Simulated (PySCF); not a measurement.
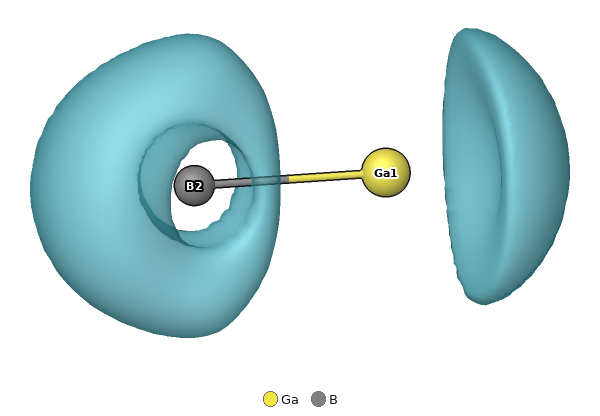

The picture shows: GaB (triplet). Isosurface of the ELF at 0.85 (cyan), seen from one side. Core shells and regions of very low density are left out.

Method: PySCF 2.14.0, PBE0/aug-cc-pVDZ(-PP), non-relativistic Hamiltonian with scalar-relativistic core potentials where named, at a bond length of 2.252 Å.

Question: Where are the electrons localised?

Answer: At this value the surface marks out one lobe on B, pointing away from the bonds (non-bonding electrons) and one lobe on Ga, pointing away from the bonds (non-bonding electrons). Along the contacts the grid gives the following. Ga–B (2.25 Å): the ELF peaks at about 0.95 in the valence shell of B, 0.8 Å from its nucleus, and is about 0.65 at the midpoint.
